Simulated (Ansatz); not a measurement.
Calculation: PBE (plane waves to 420 eV, PAW; Ansatz, a program for electronic structure).

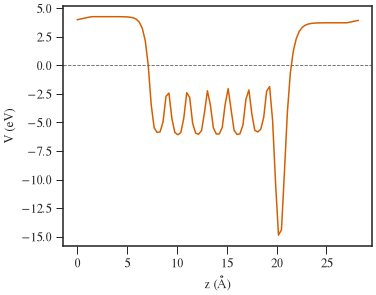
Figure. Plane-averaged electrostatic potential energy along the normal, in eV from the Fermi level, for a constructed model of the (100) surface of fcc Al, a pseudomorphic layer of Sc in the host's stacking (bottom of the slab: a bare face, its two planes held)

Model: 7-atom slab, 12.4 Å thick at the start, 13x13x1 mesh, Fermi-Dirac 0.1 eV, dipole correction, 2 atoms held, the rest relaxed; start symmetry kept, larger cells not searched; no spin, no spin-orbit, no U. It is one candidate, not shown to be the stable structure of the face.

The vacuum level lies 3.73 eV above the Fermi level over the top face and 4.27 eV above it under the bottom face.
